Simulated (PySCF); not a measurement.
Consider C₇H₉F.

Input

```
{"job": {"kind": "nmr", "xc": "PBE0", "basis": "pcSseg-1"}, "charge": 0, "multiplicity": 1}
C      0.842604     0.379767    -2.577341
C      0.806662     0.540664    -1.391955
C      0.727638     0.747348     0.032941
C      0.198293    -0.472377     0.842672
C      0.233430    -1.830822     0.171226
C     -1.174563     0.217901     0.945774
C     -0.534981     1.525208     0.477519
F     -1.215489     2.194363    -0.505934
H      0.889015     0.240984    -3.615602
H      1.670153     1.170909     0.388484
H      0.692411    -0.524482     1.815105
H     -0.289459    -2.561698     0.784506
H     -0.243083    -1.785907    -0.804986
H      1.261014    -2.161271     0.035559
H     -1.873533    -0.155154     0.199556
H     -1.654736     0.233443     1.921334
H     -0.342375     2.253154     1.271231
```

Command:

```sh
OMP_NUM_THREADS=1 python probes_run.py task.json out
```

Geometry: GFN2-xTB.

All numbers below come from PBE0/pcSseg-1, SCF density, gas phase, non-relativistic in PySCF.

### What will maps of the electron density and electron localisation function show?

C–C (1.20 Å): ρ is about 2.8 e/Å³ halfway; the ELF peaks at about 0.85 between the atoms: a short, multiple covalent bond.
C–H (1.05 Å): the density is about 2.2 e/Å³ at the midpoint; the ELF climbs to about 1 towards the hydrogen, as it does in any bond to H: an ordinary covalent bond to hydrogen.

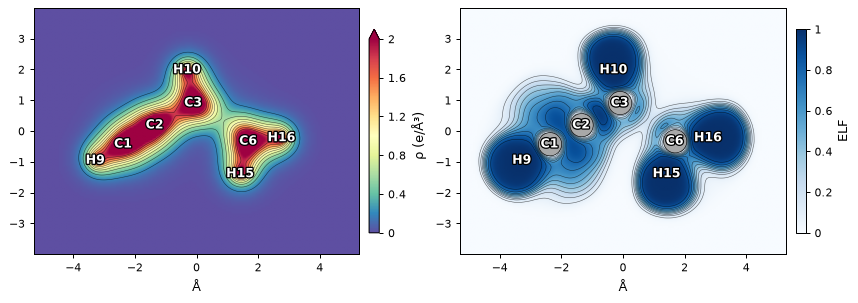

Computed electron density and electron localisation function on the plane of atoms H15, C6 and H16, in this order. Grey discs cover the atomic cores in the ELF map. 
